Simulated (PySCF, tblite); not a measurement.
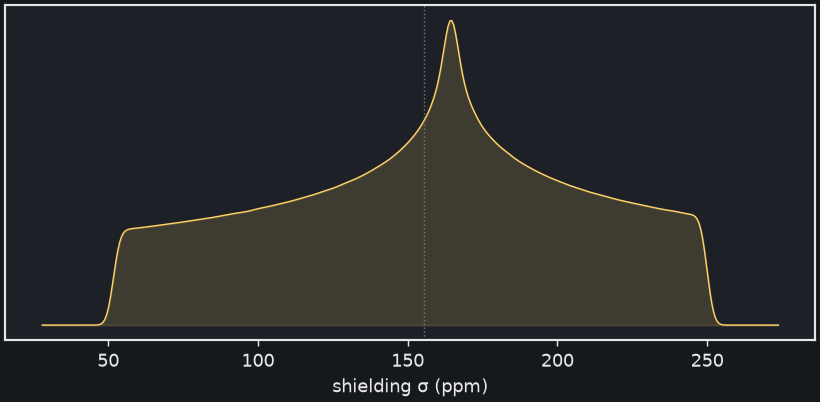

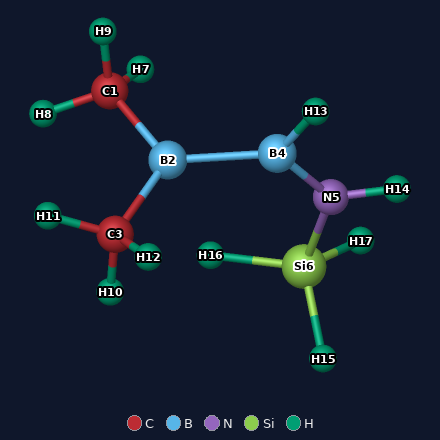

Static powder pattern (¹⁵N) from GIAO shielding tensors of C₂H₁₁B₂NSi, SMILES CB(C)BN[SiH3], PBE0/pcSseg-1 with PySCF, at a GFN2-xTB geometry (a minimum by its frequencies); absolute shielding, one fixed geometry of the isolated molecule without any motion, no dipolar terms. The dotted line is the isotropic value; skew is 3(σiso − σ22)/span.

> The pattern belongs to N5. Give the principal values, span and skew.

N5: σ11, σ22, σ33 = 52, 164, 250 ppm, isotropic 155, span 198 ppm, skew −0.14.

Note: the tight-binding geometry is rougher than a DFT one and adds to the error; one conformer of a flexible molecule.
